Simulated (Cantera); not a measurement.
A closed system holds: 1 mol SiCl4, 0.094 mol HCl, 55 mol H2, equilibrated at 0.00133 bar.

Equilibrium computed with Cantera from the NASA thermochemical tables; the gas is ideal and each condensed phase is pure. Candidate condensed phases: Si; 19 gas species. The tables' values for SiCl, SiCl3 are old estimates; treat these amounts as uncertain. Gases not in the tables: Si2H6 and higher silanes. Equilibrium is a limit: real reactors are often held back by kinetics, nucleation or transport.

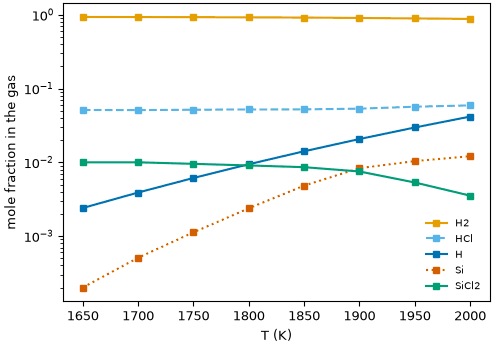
Figure. Equilibrium gas composition (values under 1e-9 drawn at 1e-9)

At 1650 K the condensed part is Si(s). From 1700 K to 1850 K the condensed part is Si(l). From 1900 K to 2000 K nothing is condensed. The main Si-bearing gas is SiCl2 at 1650 K and Si at 2000 K.
